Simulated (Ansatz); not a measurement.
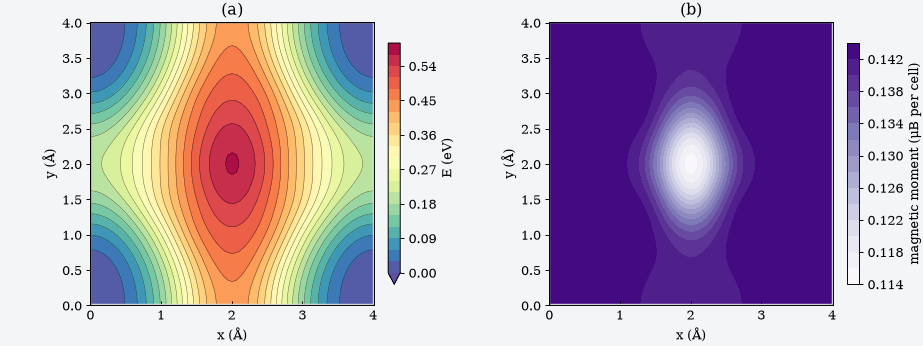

Ag on a GaAs(100) slab cut from the F-43m phase, its upper half relaxed before the scan (4 atoms of substrate and one adsorbate in a 1 × 1 cell). Ag is moved over the surface cell at a fixed height above a rigid substrate; the origin of the map has the adsorbate above Ga4; the height is held at 2.50 Å. Places are given modulo a cell vector. The map is drawn in real space over the plane of the surface. The grid has 8 × 8 points; 25 points were computed and 39 follow by symmetry. Energies: eV, counted from the lowest grid point. With one adsorbate in each 1 × 1 cell, its nearest image is 4.0 Å away, so neighbouring adsorbates interact. At a fixed height the lowest place need not be the adsorption site. Method: Ansatz, DFT PBE+D3(BJ), scalar-relativistic, plane waves, PAW. Settings: cutoff 420 eV, k-mesh 7×7×1, gaussian smearing 0.05 eV, spin-polarised.

Panel (a) is the energy; panel (b) is the computed magnetic moment, in μB per cell.

In the figure: filled contours, the outline of one cell of the plane. Between grid points the surface is interpolated.

Question: How does the magnetic moment vary over the map, and what is it at the lowest grid point?

Answer: It runs from 0.12 μB per cell at a fourfold hollow over a third-layer Ga atom, (4/8, 4/8) of the cell vectors to 0.14 μB per cell at the top site over a surface Ga atom, (0/8, 0/8) of the cell vectors. At the lowest grid point, the top site over a surface Ga atom, (0/8, 0/8) of the cell vectors, it is 0.14 μB per cell.

```csv
"second ↓, first →",0/8,1/8,2/8,3/8,4/8,5/8,6/8,7/8
7/8,0.14,0.14,0.14,0.14,0.14,0.14,0.14,0.14
6/8,0.14,0.14,0.14,0.14,0.14,0.14,0.14,0.14
5/8,0.14,0.14,0.14,0.14,0.12,0.14,0.14,0.14
4/8,0.14,0.14,0.14,0.13,0.12,0.13,0.14,0.14
3/8,0.14,0.14,0.14,0.14,0.12,0.14,0.14,0.14
2/8,0.14,0.14,0.14,0.14,0.14,0.14,0.14,0.14
1/8,0.14,0.14,0.14,0.14,0.14,0.14,0.14,0.14
0/8,0.14,0.14,0.14,0.14,0.14,0.14,0.14,0.14
```

PAW datasets: the set soft_1.
